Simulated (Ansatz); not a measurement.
# CCSD/STO-3G run of OF2 (oxygen difluoride)

Aim: the vertical ionisation energy of OF2 (oxygen difluoride) at CCSD/STO-3G, from 2 runs. 

The results are computed with Ansatz 0.2.0.

43 further runs of the same task are left out: 6 that didn't finish, 37 set aside as unsound or not needed.

## 1. The structure to begin with

OF2: 3 atoms, total charge 0, spin state singlet. As SMILES, `FOF`. The coordinates come from a PBE0-D4/def2-TZVP relaxation.

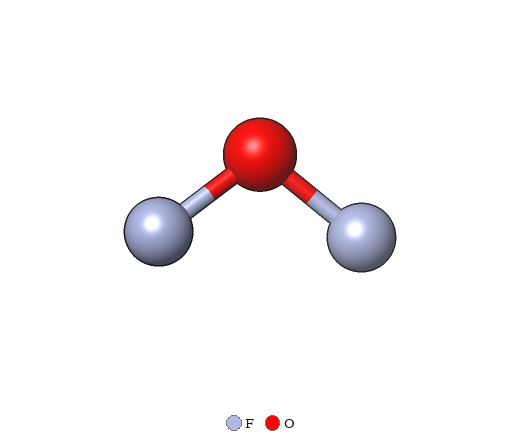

The structure, seen from a chosen angle (fluorine light blue, oxygen red).

## 2. A single-point energy at CCSD/STO-3G

run.yaml reads:

```yaml
crystal:
  periodic: [false, false, false]
  atoms:
    - {symbol: F, position_ang: [0.953290, -0.339960, 0.488270]}
    - {symbol: O, position_ang: [0.000520, 0.563910, 0.062040]}
    - {symbol: F, position_ang: [-0.953810, -0.223960, -0.550310]}
basis:
  gaussian:
    orbitals: STO-3G
correlation:
  method: ccsd
  frozen_orbitals: {F: 1, O: 1}
accuracy: high
scf:
  omitted_lower_state_checks: [cluster_reference, increment]
```

On the command line:

```sh
$ ansatz run run.yaml --threads 1 --pin off --max-ram 3480MiB --events-out events.jsonl --progress --plain --runs-dir runs
```

Standard output:

```text
Warning: RAYON_NUM_THREADS=1 ignored (pool sized by the plan → 1); use --threads N
Functional definition: HF
  name "HF"
  exchange = exact_x
  correlation = 0
these checks for a lower state are left out or cut short: cluster_reference, increment
250 factors; integrals over basis functions are off by at most 4.6e-8 eV
mean field evaluation 1: about -7339.5421 eV, gradient 2.1e1 eV
mean field evaluation 2: about -7339.7340 eV, gradient 2.2e1 eV
mean field evaluation 4: about -7341.5120 eV, gradient 1.2e0 eV
mean field evaluation 8: about -7341.5203 eV, gradient 2.0e-4 eV
mean field -7341.52025678 eV, -269.7958931757 hartree, gradient 7.0e-9 eV, S^2 0.000000; 0 other end points of the search recorded, 0 dependent functions left out
3 core orbitals not correlated: weight in the atoms' cores, before any rotation towards them, 1.000 or more for the frozen orbitals, at most 0.000 for the correlated occupied ones
reference -7341.52025678 eV, -269.7958931757 hartree; 10, 10 occupied and 2, 2 virtual orbitals, 250 factors
second order -2.34929541 eV of doubles, -0.00000000 eV of singles
cycle   1  -2.94582979 eV  change   -6.0e-1 eV  update   6.8e-2
cycle   2  -3.29650954 eV  change   -3.5e-1 eV  update   3.0e-2
cycle   3  -3.32324206 eV  change   -2.7e-2 eV  update   7.3e-3
cycle   4  -3.32679549 eV  change   -3.6e-3 eV  update   3.2e-3
cycle   5  -3.32713843 eV  change   -3.4e-4 eV  update   1.0e-3
cycle   6  -3.32712413 eV  change    1.4e-5 eV  update   3.4e-4
cycle   7  -3.32710147 eV  change    2.3e-5 eV  update   1.9e-4
cycle   8  -3.32721187 eV  change   -1.1e-4 eV  update   7.1e-5
cycle   9  -3.32721516 eV  change   -3.3e-6 eV  update   2.6e-5
cycle  10  -3.32720094 eV  change    1.4e-5 eV  update   6.8e-6
cycle  11  -3.32720086 eV  change    8.3e-8 eV  update   2.2e-6
cycle  12  -3.32720189 eV  change   -1.0e-6 eV  update   6.4e-7
cycle  13  -3.32720201 eV  change   -1.2e-7 eV  update   1.6e-7
cycle  14  -3.32720184 eV  change    1.7e-7 eV  update   6.2e-8
cycle  15  -3.32720191 eV  change   -6.4e-8 eV  update   2.9e-8
cycle  16  -3.32720198 eV  change   -7.5e-8 eV  update   1.8e-8
cycle  17  -3.32720162 eV  change    3.7e-7 eV  update   6.7e-8
cycle  18  -3.32720148 eV  change    1.3e-7 eV  update   2.7e-8
cycle  19  -3.32720146 eV  change    2.0e-8 eV  update   7.9e-9
cycle  20  -3.32720147 eV  change   -3.9e-9 eV  update   3.4e-9
cycle  21  -3.32720147 eV  change   -1.6e-9 eV  update   1.6e-9
Total energy: -7344.84745825 eV, -269.9181655743 hartree
Checks for a lower state left out: cluster_reference, increment
```

Wall time 0.14 s (1 thread of Intel Xeon 6975P-C (Granite Rapids), shared host).

## 3. The doublet cation, same level

run.yaml reads:

```yaml
crystal:
  periodic: [false, false, false]
  atoms:
    - symbol: F
      position_ang: [0.953290, -0.339960, 0.488270]
    - symbol: O
      position_ang: [0.000520, 0.563910, 0.062040]
    - symbol: F
      position_ang: [-0.953810, -0.223960, -0.550310]
basis:
  gaussian: {orbitals: STO-3G}
total_charge: 1
magnetization: {spin_polarized: true, initial_magnetization: 1}
correlation: {method: ccsd, frozen_orbitals: {F: 1, O: 1}}
accuracy: high
scf: {omitted_lower_state_checks: [cluster_reference, increment]}
```

On the command line:

```sh
$ ansatz run run.yaml --threads 1 --pin off --max-ram 3480MiB --events-out events.jsonl --progress --plain --runs-dir runs
```

Standard output:

```text
Warning: RAYON_NUM_THREADS=1 ignored (pool sized by the plan → 1); use --threads N
[... 4 set-up lines as earlier in the session ...]
these checks for a lower state are left out or cut short: cluster_reference, increment
250 factors; integrals over basis functions are off by at most 4.6e-8 eV
mean field evaluation 1: about -7325.5961 eV, gradient 2.9e1 eV
mean field evaluation 2: about -7325.7589 eV, gradient 2.9e1 eV
mean field evaluation 4: about -7331.3006 eV, gradient 3.4e0 eV
mean field evaluation 8: about -7332.0584 eV, gradient 7.1e-1 eV
mean field evaluation 16: about -7332.1022 eV, gradient 7.7e-4 eV
mean field evaluation 32: about -7331.8259 eV, gradient 6.6e-1 eV
mean field -7332.10219497 eV, -269.4497857877 hartree, gradient 1.5e-8 eV, S^2 0.927751; 0 other end points of the search recorded, 0 dependent functions left out
3 core orbitals not correlated: weight in the atoms' cores, before any rotation towards them, 1.000 or more for the frozen orbitals, at most 0.000 for the correlated occupied ones
reference -7332.10219497 eV, -269.4497857877 hartree; 10, 9 occupied and 2, 3 virtual orbitals, 250 factors
second order -2.43357602 eV of doubles, -0.00000000 eV of singles
cycle   1  -3.02370876 eV  change   -5.9e-1 eV  update   1.1e-1
cycle   2  -3.83714967 eV  change   -8.1e-1 eV  update   7.5e-2
cycle   3  -4.20154332 eV  change   -3.6e-1 eV  update   4.3e-2
cycle   4  -4.29819382 eV  change   -9.7e-2 eV  update   2.3e-2
cycle   5  -4.33174315 eV  change   -3.4e-2 eV  update   1.0e-2
cycle   6  -4.36440665 eV  change   -3.3e-2 eV  update   6.1e-3
cycle   7  -4.35651404 eV  change    7.9e-3 eV  update   2.2e-3
cycle   8  -4.35874523 eV  change   -2.2e-3 eV  update   9.4e-4
cycle   9  -4.36056614 eV  change   -1.8e-3 eV  update   4.8e-4
cycle  10  -4.35958568 eV  change    9.8e-4 eV  update   2.4e-4
cycle  11  -4.35964344 eV  change   -5.8e-5 eV  update   1.0e-4
cycle  12  -4.35959890 eV  change    4.5e-5 eV  update   5.2e-5
cycle  13  -4.35968587 eV  change   -8.7e-5 eV  update   2.5e-5
cycle  14  -4.35968967 eV  change   -3.8e-6 eV  update   1.1e-5
cycle  15  -4.35966617 eV  change    2.3e-5 eV  update   7.2e-6
cycle  16  -4.35966168 eV  change    4.5e-6 eV  update   3.7e-6
cycle  17  -4.35966697 eV  change   -5.3e-6 eV  update   2.2e-6
cycle  18  -4.35967188 eV  change   -4.9e-6 eV  update   1.2e-6
cycle  19  -4.35967139 eV  change    4.8e-7 eV  update   5.5e-7
cycle  20  -4.35967033 eV  change    1.1e-6 eV  update   2.8e-7
cycle  21  -4.35966991 eV  change    4.2e-7 eV  update   1.4e-7
cycle  22  -4.35966992 eV  change   -1.1e-8 eV  update   8.8e-8
cycle  23  -4.35966993 eV  change   -8.4e-9 eV  update   6.3e-8
cycle  24  -4.35966967 eV  change    2.6e-7 eV  update   1.1e-7
cycle  25  -4.35966946 eV  change    2.1e-7 eV  update   5.4e-8
cycle  26  -4.35966935 eV  change    1.1e-7 eV  update   3.0e-8
cycle  27  -4.35966930 eV  change    5.0e-8 eV  update   1.6e-8
cycle  28  -4.35966928 eV  change    2.4e-8 eV  update   8.8e-9
cycle  29  -4.35966927 eV  change    4.3e-9 eV  update   4.1e-9
cycle  30  -4.35966927 eV  change    3.4e-9 eV  update   1.8e-9
cycle  31  -4.35966927 eV  change  -3.2e-10 eV  update  9.1e-10
Total energy: -7336.46186424 eV, -269.6100006783 hartree
Checks for a lower state left out: cluster_reference, increment
```

Run time: 0.22 s. Hardware: 1 thread of Intel Xeon 6975P-C (Granite Rapids), shared host.

## 4. What came out

At CCSD/STO-3G, 3 core orbitals frozen:

| quantity | value |
| --- | --- |
| singlet OF2: total energy | -269.91817 Eh |
| singlet OF2: correlation energy (3 core orbitals frozen) | -122.3 mEh |
| singlet OF2: T1 diagnostic | 0.009 |
| doublet cation: total energy | -269.61000 Eh |
| doublet cation: correlation energy (3 core orbitals frozen) | -160.2 mEh |
| doublet cation: ⟨S²⟩ of the reference determinant | 0.928 |
| doublet cation: T1 diagnostic | 0.065 |
| vertical ionisation energy (to the doublet cation) | 8.386 eV |

**Reading.** The vertical ionisation energy comes to 8.39 eV (193 kcal/mol). In a minimal basis such a difference can be off by several eV, whatever the method. ⟨S²⟩ (doublet cation) is 0.93 where a pure doublet has 0.75: the reference is spin-contaminated. The T1 diagnostic (doublet cation) of 0.065 is above the customary mark for such species, so a single reference may not serve.
